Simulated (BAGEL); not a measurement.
# BH3S (SMILES BS) at CASPT2(12,11)/6-31G(d) (density fitting with cc-pvqz-jkfit, spherical functions)

Aim: the vertical ionisation energy of BH3S at CASPT2(12,11)/6-31G* (density fitting with cc-pvqz-jkfit, spherical functions), from 2 runs. 

The results are computed with BAGEL 1.2.2.

1 further run of the same task is left out (set aside as unsound or not needed). Runs told in other sessions of the task aren't counted.

## Step 1: The system as given

BH3S has 5 atoms, charge 0, and is taken as a singlet. As SMILES, `BS`. The shape is that of a PBE0-D4/def2-TZVP optimisation.

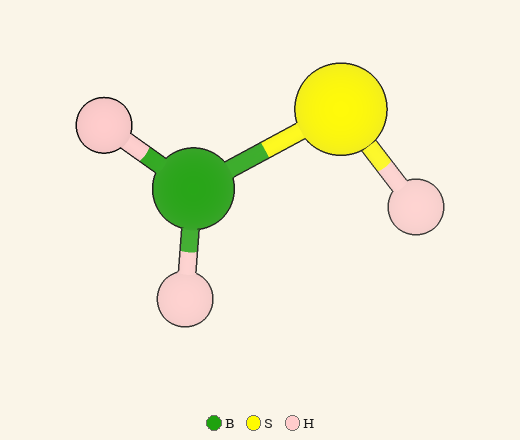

Viewed from a chosen angle; boron green, sulfur yellow, hydrogen pink.

## Step 2: A single-point energy at CASPT2(12,11)/6-31G(d) (density fitting with cc-pvqz-jkfit, spherical functions)

Contents of job.json:

```json
{ "bagel": [

{
  "title": "molecule",
  "basis": "6-31gs.json",
  "df_basis": "cc-pvqz-jkfit",
  "angstrom": true,
  "geometry": [
    { "atom": "B", "xyz": [      -0.392100,      -0.421000,       0.088100 ] },
    { "atom": "S", "xyz": [       0.161700,       1.236900,      -0.154300 ] },
    { "atom": "H", "xyz": [      -1.562900,      -0.556400,       0.264200 ] },
    { "atom": "H", "xyz": [       0.367100,      -1.337600,       0.074200 ] },
    { "atom": "H", "xyz": [       1.476100,       1.004400,      -0.313600 ] }
  ]
},

{
  "title": "hf"
},

{
  "title": "casscf",
  "nstate": 1,
  "nact": 11,
  "nclosed": 6,
  "nspin": 0,
  "maxiter": 200,
  "natocc": true
},

{
  "title": "print",
  "file": "orbitals.molden",
  "orbitals": true
},

{
  "title": "smith",
  "method": "caspt2",
  "ms": true,
  "xms": true,
  "sssr": true,
  "shift": 0.0,
  "ncore": 6
}

]}
```

The basis set 6-31G* is read from a file made from the Basis Set Exchange's data (not shown).

Started as:

```sh
BAGEL_NUM_THREADS=1 BAGEL job.json > job.out
```

What it wrote:

```text
* using 1 threads per process

  ===============================================================
  ===============================================================

  *** Geometry ***

  { "atom" : "B", "xyz" : [     -0.740962,     -0.795575,      0.166485 ] },
  { "atom" : "S", "xyz" : [      0.305569,      2.337402,     -0.291585 ] },
  { "atom" : "H", "xyz" : [     -2.953453,     -1.051444,      0.499266 ] },
  { "atom" : "H", "xyz" : [      0.693718,     -2.527698,      0.140218 ] },
  { "atom" : "H", "xyz" : [      2.789425,      1.898041,     -0.592618 ] },

  Number of auxiliary basis functions:      407

  Since a DF basis is specified, we compute 2- and 3-index integrals:
    o Being stored without compression. Storage requirement is 0.005 GB

  Number of basis functions:       38
  Number of electrons      :       24

    * METHOD: MOLECULE                             0.12

[... 13 lines left out ...]
    * SCF iteration converged.
[... 1 line left out ...]
    * Permanent dipole moment:
[... 22 lines left out ...]
    * Second-order optimization converged. *
[... 11 lines left out ...]
     * ci vector, state   0, <S^2> = 0.0000
[... 5 lines left out ...]
    * METHOD: CASSCF                             140.76

    * METHOD: PRINT                                0.00

  === SMITH program ===

    * freezing 6 orbitals

    * Approximate memory requirement for SMITH calulation per MPI process:
      o Storage requirement for T-amplitude, lambda, and residual is 0.00 GB
      o Storage requirement for MO integrals is 0.00 GB
    * Calculating and saving rdm4f

    * Third and Fock-weighted fourth order RDM ( 1, 1) evaluation
      will be done with 3 passes

    * Zeroth order energy : state  0       -7.0543530083

    * CASPT2 iteration is performed using redundant basis

      ---- iteration ----

        0    -0.12540539     0.00955181      0.63
        1    -0.12694592     0.00105917      0.62
        2    -0.12697529     0.00013654      0.62
        3    -0.12697564     0.00001806      0.62
        4    -0.12697565     0.00000226      0.62
        5    -0.12697565     0.00000032      0.61

      -------------------

    * CASPT2 energy : state  0     -424.1619612154
        reference weight              0.9523685055

    * METHOD: SMITH                               73.16

  ===============================================================
```

It took 3.6 min on 1 thread of Arm Neoverse V1, shared host; peak memory 12 GiB.

## Step 3: The doublet cation at the same level

Contents of input.json:

```json
{ "bagel": [

{
  "title": "molecule",
  "basis": "6-31gs.json",
  "df_basis": "cc-pvqz-jkfit",
  "angstrom": "true",
  "geometry": [
    { "atom": "B", "xyz": [      -0.392100,      -0.421000,       0.088100 ] },
    { "atom": "S", "xyz": [       0.161700,       1.236900,      -0.154300 ] },
    { "atom": "H", "xyz": [      -1.562900,      -0.556400,       0.264200 ] },
    { "atom": "H", "xyz": [       0.367100,      -1.337600,       0.074200 ] },
    { "atom": "H", "xyz": [       1.476100,       1.004400,      -0.313600 ] }
  ]
},

{
  "title": "hf",
  "charge": 2
},

{
  "title": "casscf",
  "nstate": 1,
  "nact": 11,
  "nclosed": 6,
  "charge": 1,
  "nspin": 1,
  "maxiter": 200,
  "natocc": "true"
},

{
  "title": "print",
  "file": "orbitals.molden",
  "orbitals": "true"
},

{
  "title": "smith",
  "method": "caspt2",
  "ms": "true",
  "xms": "true",
  "sssr": "true",
  "shift": 0.0,
  "ncore": 6
}

]}
```

The basis set 6-31G* is read from a file made from the Basis Set Exchange's data (not shown).

Started as:

```sh
BAGEL_NUM_THREADS=1 BAGEL input.json > input.out
```

What it wrote:

```text
* using 1 threads per process

  ===============================================================
  ===============================================================

  *** Geometry ***

  { "atom" : "B", "xyz" : [     -0.740962,     -0.795575,      0.166485 ] },
  { "atom" : "S", "xyz" : [      0.305569,      2.337402,     -0.291585 ] },
  { "atom" : "H", "xyz" : [     -2.953453,     -1.051444,      0.499266 ] },
  { "atom" : "H", "xyz" : [      0.693718,     -2.527698,      0.140218 ] },
  { "atom" : "H", "xyz" : [      2.789425,      1.898041,     -0.592618 ] },

  Number of auxiliary basis functions:      407

  Since a DF basis is specified, we compute 2- and 3-index integrals:
    o Being stored without compression. Storage requirement is 0.005 GB

  Number of basis functions:       38
  Number of electrons      :       24

    * METHOD: MOLECULE                             0.11

[... 13 lines left out ...]
    * SCF iteration converged.
[... 1 line left out ...]
    * Permanent dipole moment:
[... 22 lines left out ...]
    * Second-order optimization converged. *
[... 11 lines left out ...]
     * ci vector, state   0, <S^2> = 0.7500
[... 3 lines left out ...]
    * METHOD: CASSCF                             144.18

    * METHOD: PRINT                                0.00

  === SMITH program ===

    * freezing 6 orbitals

    * Approximate memory requirement for SMITH calulation per MPI process:
      o Storage requirement for T-amplitude, lambda, and residual is 0.00 GB
      o Storage requirement for MO integrals is 0.00 GB
    * Calculating and saving rdm4f

    * Third and Fock-weighted fourth order RDM ( 1, 1) evaluation
      will be done with 3 passes

    * Zeroth order energy : state  0       -9.5867308387

    * CASPT2 iteration is performed using redundant basis

      ---- iteration ----

        0    -0.10400882     0.00792492      0.62
        1    -0.10523715     0.00090873      0.61
        2    -0.10526293     0.00012596      0.61
        3    -0.10526340     0.00001998      0.60
        4    -0.10526341     0.00000286      0.61
        5    -0.10526341     0.00000047      0.59

      -------------------

    * CASPT2 energy : state  0     -423.7770118725
        reference weight              0.9601253611

    * METHOD: SMITH                               69.74

  ===============================================================
```

Run time: 3.6 min. Hardware: 1 thread of Arm Neoverse V1, shared host; peak memory 12 GiB.

## Step 4: Outcome

Level: CASPT2(12,11)/6-31G* (density fitting with cc-pvqz-jkfit, spherical functions), 6 core orbitals frozen.

```
                                          quantity          value
                        singlet BH3S: total energy  -424.16196 Eh
                      doublet cation: total energy  -423.77701 Eh
vertical ionisation energy (to the doublet cation)      10.475 eV
```

What this shows: The vertical ionisation energy comes to 10.48 eV (1011 kJ/mol).
